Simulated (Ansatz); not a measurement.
# LiBeF3 (model cell, started as cubic perovskite with Be in the octahedra): following an unstable mode

Aim: this structure of LiBeF3 (model cell, started as cubic perovskite with Be in the octahedra) is to be tested for unstable modes, and one is followed downhill.

Main program and level: Ansatz 0.2.0; DFT PBE, scalar-relativistic, plane waves, PAW; PAW set soft_1.

The structure was built from a prototype and need not be the compound's stable phase.

## (1) Starting point

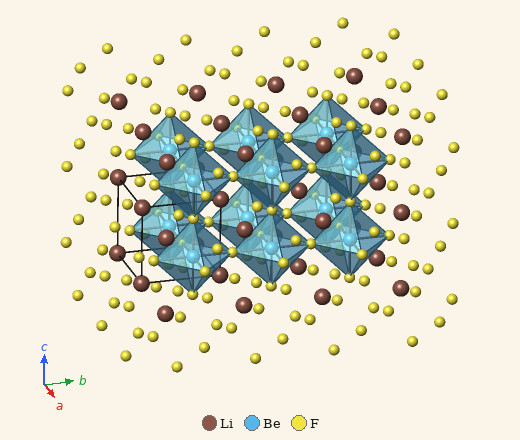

The starting structure, seen slightly off an axis (lithium brown, beryllium blue, fluorine yellow). 2×3×2 cells are drawn. Some periodic images of atoms are drawn too.

## (2) The dispersion

The cell comes from relaxations at this level that are not shown. Stability and thermal properties need the whole zone. Linear response on a 4×4×4 q mesh gives force constants as far as a supercell of that size would, and the tensors from the zone-centre run are typed in so that the long-range dipole term is interpolated apart.

Contents of input.yaml:

```yaml
crystal:
  lattice:
    - [3.497342264, 0.0, 0.0]
    - [0.0, 3.497342264, 0.0]
    - [0.0, 0.0, 3.497342264]
  atoms:
    - { symbol: Li, position: [0.0, 0.0, 0.0] }
    - { symbol: Be, position: [0.5, 0.5, 0.5] }
    - { symbol: F, position: [0.5, 0.5, 0.0] }
    - { symbol: F, position: [0.5, 0.0, 0.5] }
    - { symbol: F, position: [0.0, 0.5, 0.5] }
kpoints:
  mp_grid: { grid: [8, 8, 8] }
hamiltonian:
  xc: pbe
  pseudopotentials: { kind: paw, azcp: { folder: soft_1 } }
scf:
  occupations: { method: fixed }
output:
  eigenvalues: true
phonons:
  method: dfpt
  qmesh: [4, 4, 4]
  temperatures: { t_max: 1000, t_step: 50 }
  qpath:
    path:
      - [[0.0, 0.0, 0.0], [0.0, 0.5, 0.0], [0.5, 0.5, 0.0], [0.0, 0.0, 0.0], [0.5, 0.5, 0.5], [0.0, 0.5, 0.0]]
      - [[0.5, 0.5, 0.5], [0.5, 0.5, 0.0]]
    npoints: 10
  non_analytic_term:
    high_frequency_dielectric_tensor: [[2.1716, 0.0, 0.0], [0.0, 2.1716, 0.0], [0.0, 0.0, 2.1716]]
    born_effective_charges:
      - { species: Li, tensor: [[1.1859, 0.0, 0.0], [0.0, 1.1859, 0.0], [0.0, 0.0, 1.1859]] }
      - { species: Be, tensor: [[2.1891, 0.0, 0.0], [0.0, 2.1891, 0.0], [0.0, 0.0, 2.1891]] }
      - { species: F, tensor: [[-0.8756, 0.0, 0.0], [0.0, -0.8756, 0.0], [0.0, 0.0, -1.6238]] }
      - { species: F, tensor: [[-0.8756, 0.0, 0.0], [0.0, -1.6238, 0.0], [0.0, 0.0, -0.8756]] }
      - { species: F, tensor: [[-1.6238, 0.0, 0.0], [0.0, -0.8756, 0.0], [0.0, 0.0, -0.8756]] }
    source: "zone-centre run at this cell"
```

On the command line:

```sh
$ ansatz run input.yaml --threads 4 --pin off --max-ram 16384MiB --backend cpu --events-out ev --progress --plain --runs-dir out
```

Numbers of over 12 decimals in the logs are rounded to 6 here.

What it wrote:

```text
Engine: ansatz 0.2.0, aarch64-unknown-linux-gnu
Pseudopotentials: kind: paw
Pseudopotential: Li, paw, valence charge 3, recommended cutoff 420 eV (normal), soft_1/Li.paw.azcp
Pseudopotential: Be, paw, valence charge 2, recommended cutoff 420 eV (normal), soft_1/Be.paw.azcp
Pseudopotential: F, paw, valence charge 7, recommended cutoff 420 eV (normal), soft_1/F.paw.azcp
Functional definition: PBE
  parameter kappa = 0.804
  parameter beta = 0.066725
  exchange = pbe_x(kappa = kappa, mu = beta*pi^2/3)
  correlation = pbe_c(beta = beta)
Crystal: 5 atoms, lattice volume = 42.777 Å³
Basis set: ecut = 420 eV, 847 PW (Γ), exchange–correlation on 48×48×48 points (8 copies of the dense FFT grid, shifted against one another)
Bands: 18, of which v1, the nominal top of the filled ones, is band 13 counted from 1 (12 counted from 0)
Symmetry: 48 space group operations
k-points: 35 of 512
Non-local potential: Li, projectors of the file, l = 0: 3, l = 1: 2, l = 2: 1
Non-local potential: Be, projectors of the file, l = 0: 2, l = 1: 2, l = 2: 1
Non-local potential: F, projectors of the file, l = 0: 2, l = 1: 2, l = 2: 1
PAW form: soft (Blöchl's): semilocal exchange-correlation on the pseudo side does not see the compensation charge
PAW one-centre angular grid: Li, 110 points (default); XC on 96 Gauss nodes
PAW one-centre angular grid: Be, 110 points (default); XC on 64 Gauss nodes
PAW one-centre angular grid: F, 110 points (default); XC on 64 Gauss nodes
Initial density: superposition of atomic densities (chi_scale 0.1, normalization cell, long waves kept (reshape's long-wave potential 0.02 eV rms))
Initial wavefunctions: pseudopotential atomic-orbital guess
Functional: x = pbe(κ = 0.804, μ = 0.219515), c = pbe(β = 0.066725)
SCF iter   1: F=—  HF=-2728.295178 eV  |F-HF|=—  |Δ(HF+E_count)|=         —  Δρ=6.35e-2  dr2=9.96e-1  ethr=3.10e-3  ⟨swp⟩=4.6  Hψ=2993  notcnv=0  defer=77
preconditioner: auto → none  [insulator: Δε(μ)=7.558 eV  Ē_g=19.550 eV  n_scr=6 (ndim 8)  ℏωp=27.8 eV  f_vac=0.000  ε∞_Penn≈3.0]
SCF iter   2: F=—  HF=-2728.385360 eV  |F-HF|=—  |Δ(HF+E_count)|=   9.02e-2  Δρ=2.75e-2  dr2=1.27e-1  ethr=3.10e-3  ⟨swp⟩=2.1  Hψ=1348  notcnv=0  defer=66
SCF iter   3: F=—  HF=-2728.402523 eV  |F-HF|=—  |Δ(HF+E_count)|=   1.72e-2  Δρ=1.19e-2  dr2=2.95e-2  ethr=4.88e-4  ⟨swp⟩=2.0  Hψ=990  notcnv=0  defer=97
SCF iter   4: F=—  HF=-2728.417143 eV  |F-HF|=—  |Δ(HF+E_count)|=   1.46e-2  Δρ=7.61e-4  dr2=1.72e-4  ethr=1.14e-4  ⟨swp⟩=2.1  Hψ=1120  notcnv=0  defer=100
SCF iter   5: F=—  HF=-2728.417276 eV  |F-HF|=—  |Δ(HF+E_count)|=   1.33e-4  Δρ=1.02e-4  dr2=1.62e-6  ethr=6.61e-7  ⟨swp⟩=2.0  Hψ=1124  notcnv=0  defer=102
SCF iter   6: F=—  HF=-2728.417276 eV  |F-HF|=—  |Δ(HF+E_count)|=   4.15e-7  Δρ=2.08e-5  dr2=7.80e-8  ethr=6.22e-9  ⟨swp⟩=2.0  Hψ=957  notcnv=0  defer=44
SCF iter   7: F=—  HF=-2728.417276 eV  |F-HF|=—  |Δ(HF+E_count)|=   1.06e-7  Δρ=9.89e-7  dr2=1.44e-10  ethr=3.00e-10  ⟨swp⟩=2.0  Hψ=982  notcnv=0  defer=44
SCF iter   8: F=-2728.417276 eV  HF=-2728.417276 eV  |F-HF|=2.27e-12  |Δ(HF+E_count)|=  3.40e-10  Δρ=8.11e-8  dr2=1.63e-12  ethr=1.00e-12  ⟨swp⟩=10.1  Hψ=3305  notcnv=0
SCF 1 converged in 8 iterations: F = -2728.417276 eV  dr2 = 1.63e-12
  greatest PAW one-centre occupation: 1.000 electrons in one spin orbital (limit 2), on the Li atom at site 0 (counted from 0), in its partial waves of l = 0
NSCF: frozen V_eff on 35 k-points
NSCF: frozen V_eff on 125 k-points
DFPT response loops at q = (0, 0, 0) (fractional): preconditioner auto → none (the input reference at scf.mixing.eps_inf says where Resta's filter doesn't serve); β = 0.50; Broyden in place of MSR1
NSCF: frozen V_eff on 400 k-points
DFPT response loops at q = (0, 0, 0.25) (fractional): mixed as the last ones told, above
NSCF: frozen V_eff on 250 k-points
DFPT response loops at q = (0, 0, -0.5) (fractional): mixed as the last ones told, above
NSCF: frozen V_eff on 640 k-points
DFPT response loops at q = (0, 0.25, 0.25) (fractional): mixed as the last ones told, above
NSCF: frozen V_eff on 400 k-points
DFPT response loops at q = (0, 0.25, -0.5) (fractional): mixed as the last ones told, above
NSCF: frozen V_eff on 250 k-points
DFPT response loops at q = (0, -0.5, -0.5) (fractional): mixed as the last ones told, above
NSCF: frozen V_eff on 1024 k-points
DFPT response loops at q = (0.25, 0.25, 0.25) (fractional): mixed as the last ones told, above
NSCF: frozen V_eff on 640 k-points
DFPT response loops at q = (0.25, 0.25, -0.5) (fractional): mixed as the last ones told, above
NSCF: frozen V_eff on 400 k-points
DFPT response loops at q = (0.25, -0.5, -0.5) (fractional): mixed as the last ones told, above
NSCF: frozen V_eff on 250 k-points
DFPT response loops at q = (-0.5, -0.5, -0.5) (fractional): mixed as the last ones told, above
SCF converged after 8 iterations
Free energy (F): -2728.417276 eV
Harris-Foulkes:  -2728.417276 eV  (|F-HF|=2.27e-12)
Internal energy: -2728.417276 eV  (E = F + TS)
E sigma→0 (E₀):  -2728.417276 eV
Fermi energy:    2.250274 eV
--- Per-component energies (eV) ---
  E_band       = -193.803019
  E_kinetic    = 632.534021
  E_local      = -1840.390449  (includes V_loc(G=0)·N_el)
  E_nonlocal   = 245.256169
  E_hartree    = 668.614754
  E_xc         = -261.358129
  E_vxc        = -329.931205  (∫ρ·V_xc dr)
  E_paw        = -698.444183  (= ΣΔE_a)
  E_vpaw       = -238.503319  (= ΣTr[D̂ρ^β])
  E_aug_tail   = 0.002297  (compensation charges beyond the density's cutoff)
  E_ewald      = -1474.631755
  E_smearing   = -0.000000  (= −TS)
  E_closure    = 0.000000  (closes the sum)
  Σ components = -2728.417276   (vs F -2728.417276, Δ=0.00e0)
--- Band table (eV; the first three rows and the last of 35) ---
  k-point 0: bands = [... 9 lower, 1.2150, 1.4818, 1.4818, 1.4818, 9.7792, 14.7542, 17.5192, 17.5192, ... 1 higher]
  k-point 1: bands = [... 9 lower, 1.1627, 1.2787, 1.4439, 1.4439, 10.0364, 14.9012, 16.2873, 17.3646, ... 1 higher]
  k-point 2: bands = [... 9 lower, 0.9395, 1.0384, 1.4140, 1.4140, 10.7004, 14.9507, 15.3800, 17.0120, ... 1 higher]
  k-point 34: bands = [... 9 lower, 1.0244, 2.2503, 2.2503, 2.2503, 13.8442, 14.5158, 14.5158, 14.5158, ... 1 higher]
--- Phonons (Γ-DFPT): 4 representative perturbations + reference (Σ response iterations 14) ---
  ASR residual: 3.750e-3 → 0.000e0 eV/Å²; symmetrization residual: 1.150e-6 eV/Å²
  ASR residual per site (eV/Å²): 3.71e-4 3.75e-3 1.72e-3 1.72e-3 1.72e-3
  Γ frequencies (cm⁻¹): -208.46 -208.46 -208.46 0.00 0.00 0.00 207.71 207.71 207.71 212.48 212.48 212.48 485.87 485.87 485.87
--- Phonons (arbitrary-q DFPT): 10 irreducible q on the 4×4×4 mesh ---
  q = [0.0000, 0.0000, 0.0000] (star 1, of the zone-centre solve; hermiticity 2.34e-7, symmetrization 4.45e-13): -208.46 -208.46 -208.46 -0.00 -0.00 0.00 207.71 207.71 207.71 212.48 212.48 212.48 485.87 485.87 485.87
  q = [0.0000, 0.0000, 0.2500] (star 6, 9 solved perturbations in 1560 linear systems a pass and spin channel, the states on 200 of 512 k-point pairs; hermiticity 1.29e-7, symmetrization 4.24e-14): -191.84 -191.84 104.12 104.12 152.61 196.67 196.67 204.72 219.89 232.63 232.63 471.05 471.05 496.04 686.85
  q = [0.0000, 0.0000, -0.5000] (star 3, 9 solved perturbations in 975 linear systems a pass and spin channel, the states on 125 of 512 k-point pairs; hermiticity 1.34e-7, symmetrization 9.38e-10): -168.69 -168.69 119.06 119.06 188.25 188.25 226.82 242.60 244.01 267.75 267.75 451.29 451.29 523.08 657.29
  q = [0.0000, 0.2500, 0.2500] (star 12, 9 solved perturbations in 2460 linear systems a pass and spin channel, the states on 320 of 512 k-point pairs; hermiticity 1.27e-7, symmetrization 2.26e-14): -189.71 -178.06 -13.44 26.22 166.32 180.36 194.16 197.29 235.00 314.54 317.40 455.40 507.79 509.66 685.33
  q = [0.0000, 0.2500, -0.5000] (star 12, 15 solved perturbations on 200 of 512 k-point pairs; hermiticity 1.64e-7, symmetrization 1.05e-8): -165.23 -160.50 -102.64 -46.58 172.37 178.48 202.31 236.74 261.59 285.09 364.46 433.97 505.53 592.14 651.96
  q = [0.0000, -0.5000, -0.5000] (star 3, 9 solved perturbations in 975 linear systems a pass and spin channel, the states on 125 of 512 k-point pairs; hermiticity 1.58e-7, symmetrization 2.51e-9): -170.44 -159.41 -159.41 -151.17 191.91 211.45 237.52 237.52 254.86 254.86 404.09 408.83 556.73 647.09 647.09
  q = [0.2500, 0.2500, 0.2500] (star 8, 4 solved perturbations in 1376 linear systems a pass and spin channel, the states on 512 of 512 k-point pairs; hermiticity 6.35e-8, symmetrization 1.36e-13): -172.46 -172.46 -122.87 -37.47 -37.47 96.11 290.66 290.66 298.01 321.88 321.88 487.25 487.25 528.69 677.15
  q = [0.2500, 0.2500, -0.5000] (star 12, 9 solved perturbations in 2460 linear systems a pass and spin channel, the states on 320 of 512 k-point pairs; hermiticity 1.38e-7, symmetrization 5.84e-9): -157.10 -147.88 -140.57 -70.49 -17.41 15.11 241.21 283.74 313.93 357.14 370.63 453.64 521.62 611.50 632.94
  q = [0.2500, -0.5000, -0.5000] (star 6, 9 solved perturbations in 1560 linear systems a pass and spin channel, the states on 200 of 512 k-point pairs; hermiticity 1.49e-7, symmetrization 6.77e-9): -171.00 -143.23 -143.23 -137.35 -54.37 -54.37 208.59 258.85 362.15 362.15 408.37 454.89 600.13 613.40 613.40
  q = [-0.5000, -0.5000, -0.5000] (star 1, 4 solved perturbations in 350 linear systems a pass and spin channel, the states on 125 of 512 k-point pairs; hermiticity 1.63e-7, symmetrization 8.18e-8): -171.56 -171.56 -171.56 -123.33 -123.33 -123.33 205.67 205.67 412.98 412.98 412.98 573.33 573.33 573.33 617.77
  sum rule: each row above includes the acoustic sum rule's correction from the zone centre's row sums; it moved no ω² by more than (10.64 cm⁻¹)²
  mesh force constants: q→R imaginary residual 1.28e-18; ASR residual 3.750e-3 → 0.000e0 eV/Å²; symmetrization residual 7.994e-15 eV/Å²
  interpolated dispersion: 63 rows × 15 modes
  density of states and harmonic sums: on the 20×20×20 q-mesh, interpolated from the force constants of a 4×4×4 supercell (with the dipole–dipole term of supplied tensors)
  largest difference from the sums on the solved wave vectors: F 5.17e-2 eV, S 9.14e-5 and C_V 3.94e-5 eV/K
  zero-point energy: 0.240604 eV/cell   skipped modes (ω ≤ 0): 1043, of them read as no rigid motion or as one in doubt: 1040 (3.635e0 modes/cell left out, lowest -208.46 cm⁻¹)   left out of the sums: 2.42e-1 of the cell's modes: C_V's classical limit lies that fraction below 3 k_B per atom; for a crystal, a wire or a layer, F and S can be off by more, and a phonons.interpolated_qmesh denser along its periods is the remedy for the sampling
```

Wall time 3.8 min (4 threads of Arm Neoverse V1, shared host); peak memory 1.1 GiB.

Numbers from this step:

- gap on the k-mesh: 7.529 eV
- volume per atom: 8.555 Å³
- sum-rule residual before enforcement: 0.003750 eV/Å²
- lowest frequency on the path: -208.5 cm⁻¹
- point group: m-3m
- highest frequency on the path or at a solved wavevector: 705.3 cm⁻¹
- highest optical mode at the zone centre (no LO-TO term): 485.9 cm⁻¹
- lowest optical zone-centre mode: -208.5 cm⁻¹
- lowest mode on the q mesh (acoustic modes at Γ apart): -208.5 cm⁻¹

Frequencies (cm⁻¹) solved at each irreducible wavevector; negative means imaginary. Frequencies by wavevector, by row:

```
q in reciprocal lattice units  star  mode 1  mode 2  mode 3  mode 4  mode 13  mode 14  mode 15
                        0 0 0     1  -208.5  -208.5  -208.5       0    485.9    485.9    485.9
                     0 0 0.25     6  -191.8  -191.8   104.1   104.1    471.1      496    686.9
                     0 0 -0.5     3  -168.7  -168.7   119.1   119.1    451.3    523.1    657.3
                  0 0.25 0.25    12  -189.7  -178.1   -13.4    26.2    507.8    509.7    685.3
                  0 0.25 -0.5    12  -165.2  -160.5  -102.6   -46.6    505.5    592.1      652
                  0 -0.5 -0.5     3  -170.4  -159.4  -159.4  -151.2    556.7    647.1    647.1
               0.25 0.25 0.25     8  -172.5  -172.5  -122.9   -37.5    487.2    528.7    677.1
               0.25 0.25 -0.5    12  -157.1  -147.9  -140.6   -70.5    521.6    611.5    632.9
               0.25 -0.5 -0.5     6    -171  -143.2  -143.2  -137.3    600.1    613.4    613.4
               -0.5 -0.5 -0.5     1  -171.6  -171.6  -171.6  -123.3    573.3    573.3    617.8
```

Interpolated from a 4×4×4 q mesh, with the LO-TO term (at Γ the limit along the path; where Γ stands inside the path, tables give the limit on arrival). The phonon branches at the labelled points (cm⁻¹):

```
    point  branch 1  branch 2  branch 3  branch 4  branch 12  branch 13  branch 14  branch 15
        Γ      -208      -208         0         0        486        486        486        705
        X      -169      -169       119       119        451        451        523        657
        M      -170      -159      -159      -151        409        557        647        647
        Γ      -208      -208         0         0        486        486        486        705
        R      -172      -172      -172      -123        573        573        573        618
        X      -169      -169       119       119        451        451        523        657
jump to R      -172      -172      -172      -123        573        573        573        618
        M      -170      -159      -159      -151        409        557        647        647
```

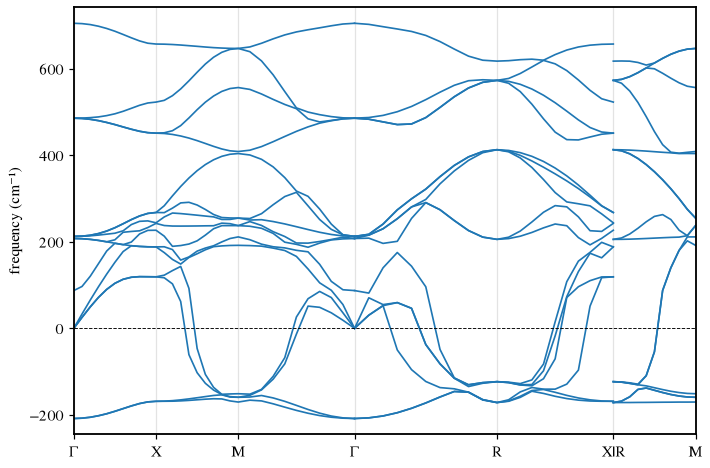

Phonon branches along the path.

Symmetry leaves 10 wavevectors to solve. The lowest mode among them, the acoustic zeros apart, lies at Γ and is imaginary, 208.5i cm⁻¹, so the energy falls along it.

## (3) The mode frozen in, largest atomic shift 0 Å

The mode followed lies at Γ with frequency 208.5i cm⁻¹ and is 3-fold degenerate, the softest among the wavevectors solved. At small amplitude the distorted cell has space group no. 38 by a symmetry search on the positions. The undistorted cell that holds it gives the zero of energy on the same k mesh.

input.yaml, the sections that differ from step 2:

```yaml
scf:
  occupations: { method: gaussian, width: 0.02 }
output:
  forces: true
  stress: true
  eigenvalues: true
# crystal, kpoints, hamiltonian: as in step 2
# phonons: removed
```

What it wrote:

```text
[...]
Crystal: 5 atoms, lattice volume = 42.777 Å³
Basis set: ecut = 420 eV, 847 PW (Γ), exchange–correlation on 48×48×48 points (8 copies of the dense FFT grid, shifted against one another)
Bands: 18, of which v1, the nominal top of the filled ones, is band 13 counted from 1 (12 counted from 0)
Symmetry: 48 space group operations
[...]
k-points: 35 of 512
[...]
P = ⅓ Tr σ = 0.0023 GPa (0.023 kbar)
--- Band table (eV; the first three rows and the last of 35) ---
  k-point 0: bands = [... 9 lower, 1.2150, 1.4817, 1.4817, 1.4817, 9.7791, 14.7541, 17.5191, 17.5191]
  k-point 1: bands = [... 9 lower, 1.1626, 1.2787, 1.4439, 1.4439, 10.0363, 14.9012, 16.2872, 17.3646]
  k-point 2: bands = [... 9 lower, 0.9394, 1.0383, 1.4139, 1.4139, 10.7004, 14.9506, 15.3800, 17.0119]
  k-point 34: bands = [... 9 lower, 1.0244, 2.2502, 2.2502, 2.2502, 13.8441, 14.5158, 14.5158, 14.5158]
[key lines of the parts left out:]
SCF converged after 7 iterations
Free energy (F): -2728.417276 eV
Fermi energy:    6.014697 eV
```

The job ended after 0.63 s (4 threads; peak memory 0.3 GiB).

This step gave:

```
pressure                         : 0.002266 GPa
energy from the undistorted cell : 0 meV/atom
```

At this level the gap is 7.53 eV on the k-mesh of the self-consistent run, which can miss the band edges.

## (4) The mode frozen in, largest atomic shift 0.45 Å

The atoms are moved along the unstable eigenvector, the largest shift by 0.45 Å, with the cell fixed.

input.yaml, the sections that differ from step 3:

```yaml
crystal:
  lattice:
    - [3.497342264, 0.0, 0.0]
    - [0.0, 3.497342264, 0.0]
    - [0.0, 0.0, 3.497342264]
  atoms:
    - { symbol: Li, position: [0.0, 0.0909828171, 0.0909828171] }
    - { symbol: Be, position: [0.5, 0.5259142548, 0.5259142548] }
    - { symbol: F, position: [0.5, 0.4841604227, -0.0138491328] }
    - { symbol: F, position: [0.5, -0.0138491328, 0.4841604227] }
    - { symbol: F, position: [0.0, 0.4841604227, 0.4841604227] }
# kpoints, hamiltonian, scf, output: as in step 3
```

What it wrote:

```text
[...]
Crystal: 5 atoms, lattice volume = 42.777 Å³
Basis set: ecut = 420 eV, 847 PW (Γ), exchange–correlation on 48×48×48 points (8 copies of the dense FFT grid, shifted against one another)
Bands: 18, of which v1, the nominal top of the filled ones, is band 13 counted from 1 (12 counted from 0)
Symmetry: 4 space group operations
[...]
k-points: 105 of 512 (time reversal used)
[...]
--- Band table (eV; the first three rows and the last of 105) ---
  k-point 0: bands = [... 9 lower, 1.0963, 1.3136, 1.3674, 1.4294, 9.6712, 14.0028, 16.4925, 17.8332]
  k-point 1: bands = [... 9 lower, 1.0379, 1.1612, 1.3276, 1.3372, 9.9174, 14.0935, 16.1880, 17.6839]
  k-point 2: bands = [... 9 lower, 0.8078, 0.8814, 1.2455, 1.2890, 10.5534, 14.2229, 15.5671, 17.3537]
  k-point 104: bands = [... 9 lower, 0.8729, 2.0121, 2.1092, 2.1527, 12.8641, 14.3694, 14.4649, 14.9069]
[key lines of the parts left out:]
SCF converged after 8 iterations
Free energy (F): -2728.514713 eV
Fermi energy:    5.911949 eV
P = ⅓ Tr σ = 3.0268 GPa (30.268 kbar)
```

It took 2.4 s on 4 threads; peak memory 0.37 GiB; 8.9 s of CPU time.

This step gave:

```
pressure                         : 3.027 GPa
gap on the k-mesh                : 7.519 eV
energy from the undistorted cell : -19.49 meV/atom
```

The energy, extrapolated to zero smearing, is -19.49 meV/atom against the undistorted cell.

The run ends at a pressure of 3.03 GPa, with forces up to 0.13 eV/Å.

(Part 1 of 3 ends here.)

[Logs are printed without paths, hosts, clocks, repeated set-up lines and the standing remarks that a program may print on its own settings, such as how far it seeks lower states.]

[Hosts, paths, dates, database ids (printed as entryN), source tags and the programs' standing remarks are cut or masked in the printed files.]
